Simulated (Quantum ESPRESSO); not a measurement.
Consider SiO2 (Stishovite, P4_2/mnm).

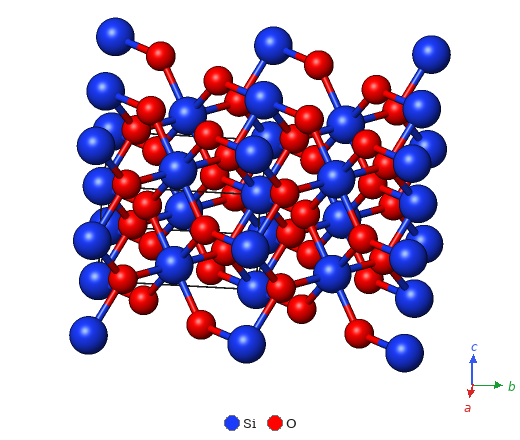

The structure (silicon blue, oxygen red). 2×2×2 cells are drawn. Some periodic images of atoms are drawn too.

```
CELL_PARAMETERS angstrom
4.17730 0.00000 0.00000
0.00000 4.17730 0.00000
0.00000 0.00000 2.66520
ATOMIC_POSITIONS crystal
Si 0.50000 0.50000 0.50000
Si 0.00000 0.00000 0.00000
O 0.80590 0.19410 0.50000
O 0.69410 0.69410 0.00000
O 0.19410 0.80590 0.50000
O 0.30590 0.30590 0.00000
```

Absorber: atom 1, with 4 O at 1.76 Å and 2 O at 1.81 Å (octahedral, site symmetry mmm). Method: Quantum ESPRESSO XSpectra, PBE, full core hole (charged cell), 12-atom cell with 5.0 Å between holes, 6×6×6 k points, dipole transitions, Lorentzian half width 0.3 eV up to 4 eV, rising linearly to 2.5 eV at 25 eV (counted from xe0, 1.6 eV below the zero used here).

Q: Predict the near-edge structure at the Si K edge.

Main maxima up to 24 eV above the zero (height): 5.5 eV (3.40). A K edge sees empty p states on the absorber. The total-energy difference plus the lowest empty eigenvalue puts the zero at 1856.56 eV. One term is added: -14.97 eV, since the hole is spin-paired here and a spin-polarised one costs that much less in the free atom (computed apart). The photon energy is then 1841.59 eV. The tabulated edge of the element is 1839 eV. The functional and the charged cell's background leave an error of a few eV in such absolute values.

The Si K spectrum (energy from the lowest empty level; intensity scaled to a mean of 1 over the first 20 eV; the points at xe0, where the cut of filled states can leave a spike, are interpolated; polarised curves are means over the symmetry-equivalent atoms):

| E (eV) | isotropic | ε ⊥ c | ε ∥ c |
| --- | --- | --- | --- |
| -2.0 | 0.03 | 0.03 | 0.03 |
| -0.5 | 0.05 | 0.06 | 0.04 |
| 1.0 | 0.15 | 0.18 | 0.09 |
| 2.5 | 0.32 | 0.38 | 0.20 |
| 4.0 | 2.60 | 3.05 | 1.70 |
| 5.5 | 3.39 | 3.87 | 2.43 |
| 7.0 | 1.85 | 1.33 | 2.89 |
| 8.5 | 1.12 | 0.85 | 1.66 |
| 10.0 | 0.89 | 0.78 | 1.10 |
| 11.5 | 0.69 | 0.60 | 0.89 |
| 13.0 | 0.55 | 0.48 | 0.69 |
| 14.5 | 0.49 | 0.44 | 0.59 |
| 16.0 | 0.45 | 0.43 | 0.51 |
| 17.5 | 0.44 | 0.45 | 0.43 |
| 19.0 | 0.46 | 0.49 | 0.40 |
| 20.5 | 0.48 | 0.51 | 0.41 |
| 22.0 | 0.48 | 0.50 | 0.43 |
| 23.5 | 0.48 | 0.49 | 0.44 |
| 25.0 | 0.48 | 0.49 | 0.46 |
| 26.5 | 0.47 | 0.48 | 0.45 |
| 28.0 | 0.45 | 0.46 | 0.44 |
| 29.5 | 0.45 | 0.45 | 0.45 |
| 31.0 | 0.44 | 0.45 | 0.43 |

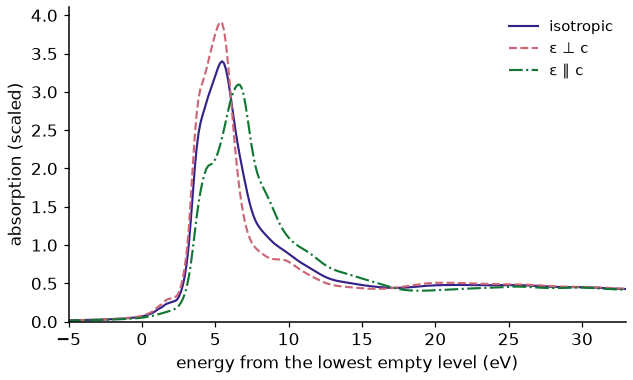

The Si K edge.

The holes are only 5.0 Å apart, so the shape is probably not converged with cell size; no larger cell was run here. Lifetime broadening is put in by hand, and intensities beyond about 20 eV depend on it and on the partial waves; weight that the partial waves miss at high energy is lost. The structure is a published determination, not relaxed.

[Banner, clock and machine lines of the logs are left out without a mark of their own.]

[Logs are printed without paths, hosts, clocks, repeated set-up lines and the standing remarks that a program may print on its own settings, such as how far it seeks lower states.]

[Hosts, paths, dates, database ids (printed as entryN), source tags and the programs' standing remarks are cut or masked in the printed files.]

[Lists of maxima count a maximum above −3 eV only where it reaches 4 % of the highest in the window and stands out from its surroundings by 2 % of it (1.5 % where it reaches 55 %); shoulders and weaker maxima are passed over, and of the rest the first, up to two pre-edge ones and the few strongest are named.]
